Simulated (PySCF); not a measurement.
## C3InN3O3: geometry relaxation

C3InN3O3 (In(NCO)3), SMILES O=C=[N][In]([N]=C=O)[N]=C=O, computed with PBE0-D3(BJ)/def2-SVP geometry optimisation, gas phase (PySCF 2.14.0).

It belongs to a series of runs on one base structure; here: ligand (all three): Me to NCO.

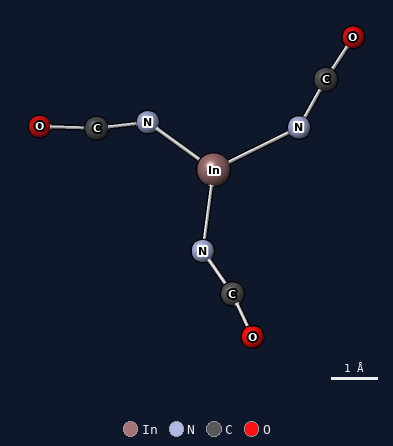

The structure as given in the input (ball-and-stick view, seen at a tilt). Sticks mark near contacts. Bond lengths as drawn: C–N 1.16 to 1.24 Å, C–O 1.12 to 1.30 Å and In–N 1.92 to 2.10 Å.

The input:
```
{"job": {"xc": "PBE0", "basis": "def2-SVP", "d3": "d3bj", "grid": 1, "maxiter": 30, "shake": 0.03, "kind": "geom"}, "charge": 0, "multiplicity": 1}
In     0.057100    -0.073990     0.014390
N      1.905600     0.542020     0.021720
C      2.964250     0.078580     0.017000
O      4.228270    -0.237910     0.047770
N     -1.454320     1.375660    -0.058390
C     -1.599260     2.600120    -0.035420
O     -1.823840     3.700870    -0.031580
N     -0.438750    -1.926760    -0.012240
C     -1.441230    -2.656060     0.041640
O     -2.273180    -3.479290    -0.000490
```

The first line tells a small driver script what to run in PySCF; the rest is the geometry in Å.

Command:
```bash
OMP_NUM_THREADS=1 python <driver script> task.json out
```

What the program printed:
```
step   0  E = -693.48354228  max force = 0.268489
step   1  E = -693.52839820  max force = 0.036311
step   2  E = -693.53014392  max force = 0.008661
step   3  E = -693.53030181  max force = 0.005049
step   4  E = -693.53035939  max force = 0.001284
step   5  E = -693.53039199  max force = 0.001273
step   6  E = -693.53041696  max force = 0.002528
step   7  E = -693.53043369  max force = 0.001504
step   8  E = -693.53045612  max force = 0.000623
step   9  E = -693.53047284  max force = 0.001899
step  10  E = -693.53048694  max force = 0.001223
step  11  E = -693.53049027  max force = 0.000485
step  12  E = -693.53049007  max force = 0.000383
optimisation converged
```

Trajectory as extended XYZ (Å, eV, eV/Å), 10 of the 13 frames kept, from step=0 to step=12:
```
10
Properties=species:S:1:pos:R:3:forces:R:3 step=0 energy=-18870.64837
In    0.0571   -0.0740    0.0144   -2.1791   2.5527  -0.0682
N     1.9056    0.5420    0.0217   -3.5604   1.9519  -0.0560
C     2.9642    0.0786    0.0170   13.8063  -3.3152   0.3719
O     4.2283   -0.2379    0.0478   -8.5053   1.7388  -0.2958
N    -1.4543    1.3757   -0.0584    0.6743   0.6664   0.1193
C    -1.5993    2.6001   -0.0354    1.2753  -6.7837  -0.1168
O    -1.8238    3.7009   -0.0316   -1.0142   5.1281   0.0572
N    -0.4387   -1.9268   -0.0122   -2.6073  -3.0908   0.3445
C    -1.4412   -2.6561    0.0416    1.6267   0.2294  -0.6949
O    -2.2732   -3.4793   -0.0005    0.4839   0.9224   0.3388
10
Properties=species:S:1:pos:R:3:forces:R:3 step=1 energy=-18871.86896
In    0.0070   -0.0287   -0.0162    0.9358  -0.5535   0.0061
N     1.9623    0.6004    0.0204   -1.8672   0.0349  -0.0547
C     3.0757    0.1560    0.0296    1.2576  -0.2611   0.0929
O     4.1969   -0.1731    0.0512   -0.1142  -0.0799  -0.0442
N    -1.4287    1.3315   -0.0700   -0.3493   0.6074   0.0196
C    -1.5587    2.5380   -0.0344    0.0205  -0.8747  -0.0571
O    -1.7724    3.6760   -0.0105   -0.1006   0.7513   0.0336
N    -0.5133   -1.9893   -0.0399    0.0175   0.3631   0.1031
C    -1.4891   -2.7061    0.0230    0.5677   0.1974  -0.1959
O    -2.3551   -3.4813    0.0511   -0.3679  -0.1848   0.0967
10
Properties=species:S:1:pos:R:3:forces:R:3 step=3 energy=-18871.92076
In    0.0165   -0.0122   -0.0200   -0.1155  -0.0102  -0.0150
N     1.9278    0.5782    0.0277    0.2596  -0.0571   0.0080
C     3.0493    0.1188    0.0379    0.1088  -0.0033  -0.0011
O     4.1573   -0.2508    0.0485   -0.2250   0.0782   0.0009
N    -1.4489    1.3587   -0.0693    0.0092   0.0595   0.0122
C    -1.5976    2.5600   -0.0338   -0.0450   0.0226  -0.0067
O    -1.8204    3.7046   -0.0054    0.0079  -0.0216   0.0024
N    -0.4587   -1.9598   -0.0467   -0.0371  -0.0442   0.0204
C    -1.4152   -2.6995    0.0091    0.0130  -0.0465  -0.0162
O    -2.2854   -3.4747    0.0563    0.0241   0.0227  -0.0050
10
Properties=species:S:1:pos:R:3:forces:R:3 step=4 energy=-18871.92233
In    0.0125   -0.0097   -0.0184   -0.0363  -0.0028  -0.0128
N     1.9309    0.5775    0.0294    0.0660  -0.0512   0.0045
C     3.0520    0.1192    0.0387   -0.0349   0.0322  -0.0024
O     4.1583   -0.2492    0.0486   -0.0101   0.0063   0.0030
N    -1.4517    1.3646   -0.0668    0.0307   0.0351   0.0123
C    -1.6027    2.5657   -0.0330   -0.0313   0.0095  -0.0060
O    -1.8268    3.7100   -0.0062    0.0030  -0.0179   0.0022
N    -0.4597   -1.9605   -0.0446   -0.0339  -0.0043   0.0209
C    -1.4113   -2.7069    0.0068    0.0352  -0.0153  -0.0179
O    -2.2768   -3.4874    0.0499    0.0114   0.0084  -0.0038
10
Properties=species:S:1:pos:R:3:forces:R:3 step=5 energy=-18871.92321
In    0.0049   -0.0034   -0.0144    0.0082  -0.0019  -0.0111
N     1.9290    0.5755    0.0337   -0.0489  -0.0330   0.0029
C     3.0499    0.1187    0.0410   -0.0588   0.0300  -0.0033
O     4.1558   -0.2489    0.0489    0.0655  -0.0185   0.0041
N    -1.4554    1.3758   -0.0609    0.0417   0.0105   0.0110
C    -1.6129    2.5759   -0.0312   -0.0189   0.0080  -0.0043
O    -1.8418    3.7194   -0.0078   -0.0001  -0.0231   0.0014
N    -0.4574   -1.9577   -0.0398   -0.0188   0.0361   0.0182
C    -1.3968   -2.7194    0.0006    0.0330  -0.0006  -0.0160
O    -2.2508   -3.5127    0.0341   -0.0030  -0.0075  -0.0030
10
Properties=species:S:1:pos:R:3:forces:R:3 step=7 energy=-18871.92435
In   -0.0096    0.0121   -0.0048    0.0517  -0.0091  -0.0044
N     1.9202    0.5696    0.0463   -0.0773   0.0040   0.0002
C     3.0433    0.1211    0.0489   -0.0008   0.0047  -0.0010
O     4.1517   -0.2406    0.0533    0.0353  -0.0100   0.0022
N    -1.4593    1.3982   -0.0439    0.0231  -0.0060   0.0053
C    -1.6423    2.5942   -0.0252   -0.0102  -0.0038  -0.0028
O    -1.8942    3.7329   -0.0112   -0.0017  -0.0075   0.0002
N    -0.4508   -1.9450   -0.0271   -0.0232   0.0313   0.0077
C    -1.3561   -2.7462   -0.0188    0.0117   0.0056  -0.0085
O    -2.1784   -3.5730   -0.0131   -0.0086  -0.0092   0.0010
10
Properties=species:S:1:pos:R:3:forces:R:3 step=8 energy=-18871.92496
In   -0.0054    0.0124   -0.0033    0.0213  -0.0125   0.0006
N     1.9211    0.5676    0.0503    0.0238   0.0033  -0.0016
C     3.0481    0.1283    0.0527    0.0282   0.0027   0.0030
O     4.1600   -0.2246    0.0578   -0.0321   0.0088  -0.0007
N    -1.4531    1.3972   -0.0382    0.0017   0.0147   0.0022
C    -1.6533    2.5900   -0.0233   -0.0150  -0.0267  -0.0032
O    -1.9221    3.7247   -0.0124   -0.0015   0.0182   0.0002
N    -0.4523   -1.9410   -0.0231   -0.0258  -0.0076   0.0007
C    -1.3508   -2.7494   -0.0263   -0.0021  -0.0027  -0.0019
O    -2.1676   -3.5819   -0.0298    0.0015   0.0018   0.0008
10
Properties=species:S:1:pos:R:3:forces:R:3 step=9 energy=-18871.92541
In    0.0026    0.0103   -0.0017   -0.0048  -0.0052   0.0028
N     1.9272    0.5666    0.0530    0.0632  -0.0024  -0.0028
C     3.0577    0.1363    0.0557    0.0713  -0.0091   0.0052
O     4.1729   -0.2082    0.0614   -0.0977   0.0279  -0.0025
N    -1.4467    1.3929   -0.0343    0.0035   0.0152   0.0006
C    -1.6637    2.5825   -0.0227   -0.0140  -0.0385  -0.0030
O    -1.9482    3.7133   -0.0146   -0.0028   0.0311  -0.0001
N    -0.4555   -1.9395   -0.0201   -0.0168  -0.0194  -0.0031
C    -1.3527   -2.7489   -0.0312   -0.0090  -0.0076   0.0017
O    -2.1690   -3.5821   -0.0411    0.0070   0.0080   0.0012
10
Properties=species:S:1:pos:R:3:forces:R:3 step=11 energy=-18871.92589
In    0.0219    0.0060    0.0018   -0.0195   0.0009   0.0038
N     1.9449    0.5672    0.0566    0.0204  -0.0021  -0.0029
C     3.0814    0.1542    0.0604    0.0126  -0.0028   0.0027
O     4.2007   -0.1744    0.0669   -0.0250   0.0079  -0.0017
N    -1.4345    1.3812   -0.0289    0.0124   0.0099  -0.0014
C    -1.6887    2.5627   -0.0241   -0.0090  -0.0139  -0.0008
O    -2.0063    3.6850   -0.0217   -0.0009   0.0078  -0.0011
N    -0.4593   -1.9384   -0.0152    0.0131  -0.0116  -0.0070
C    -1.3581   -2.7452   -0.0365   -0.0073   0.0021   0.0074
O    -2.1775   -3.5752   -0.0549    0.0032   0.0018   0.0010
10
Properties=species:S:1:pos:R:3:forces:R:3 step=12 energy=-18871.92588
In    0.0251    0.0056    0.0019   -0.0118   0.0004   0.0031
N     1.9481    0.5689    0.0556   -0.0134   0.0018  -0.0022
C     3.0852    0.1582    0.0602   -0.0144   0.0008   0.0006
O     4.2046   -0.1684    0.0671    0.0197  -0.0039  -0.0005
N    -1.4332    1.3788   -0.0294    0.0133   0.0055  -0.0014
C    -1.6954    2.5584   -0.0257   -0.0073   0.0017  -0.0001
O    -2.0196    3.6790   -0.0243    0.0005  -0.0065  -0.0013
N    -0.4565   -1.9391   -0.0150    0.0197  -0.0022  -0.0061
C    -1.3565   -2.7447   -0.0346   -0.0072   0.0045   0.0073
O    -2.1772   -3.5734   -0.0515    0.0010  -0.0020   0.0006
```

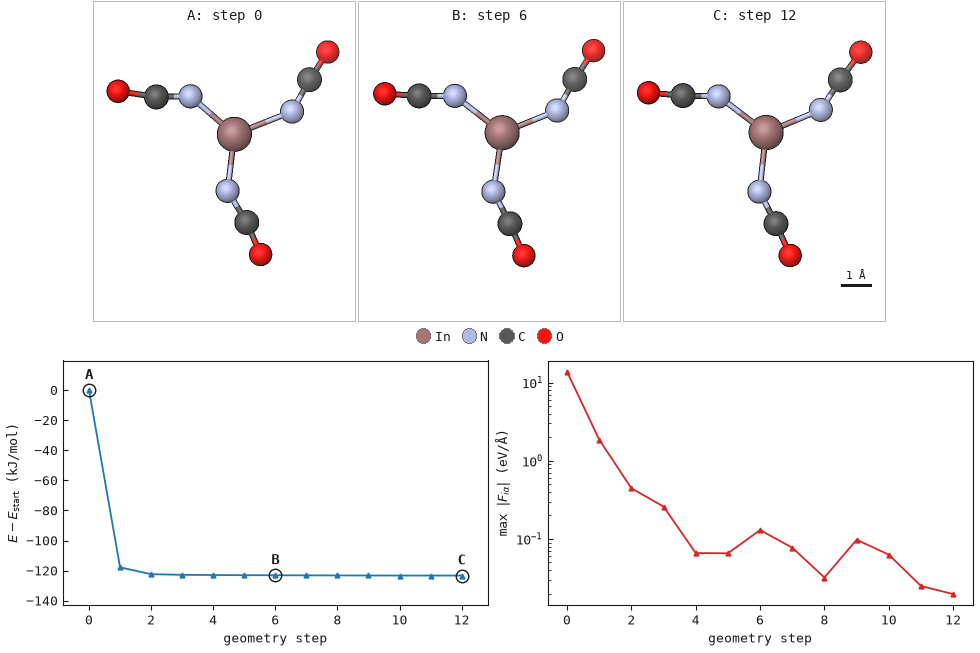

Frames of the relaxation (ball-and-stick view, seen on its broad side) above the curves, on which the letters mark them (steps are counted from 0).

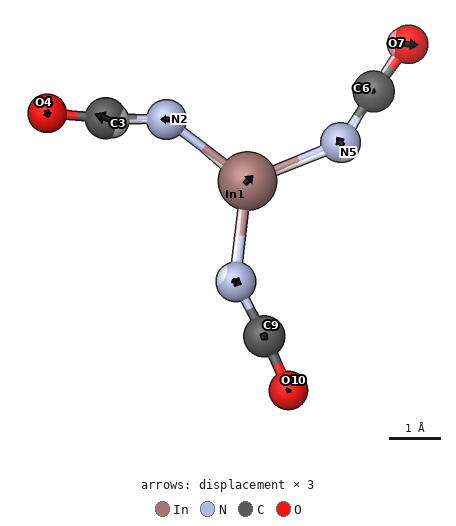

Start (faint) and end (solid) with the displacements as black arrows, magnified 3 times (ball-and-stick view, seen on its broad side). The two geometries are laid on each other by the best rigid fit. The largest move after the best rigid fit is that of C3, 0.13 Å. By element the largest moves are C 0.13 Å, O 0.10 Å, In 0.09 Å, N 0.08 Å. Distances before and after: C3–O4 1.303 → 1.166 Å, In1–N5 2.096 → 2.003 Å, In1–N8 1.918 → 2.004 Å, In1–N2 1.948 → 2.005 Å. Among the angles that change: N8–C9–O10 170.2° → 176.5°, N2–C3–O4 170.3° → 176.4°, In1–N2–C3 137.9° → 143.8°. Over 12 geometry steps the energy falls by 123.3 kJ/mol. The largest force component goes from 14 to 0.02 eV/Å. (Atoms are counted from 1 in the order of the input.)

Summary:

| quantity | value |
| --- | --- |
| outcome | converged |
| total energy | −693.530490 hartree |
| dipole moment | 0.10 D |
| point group | Cs |
| hardware | 1 CPU thread, shared host |
| wall time | 2.7 min |
| peak memory | 0.55 GiB |
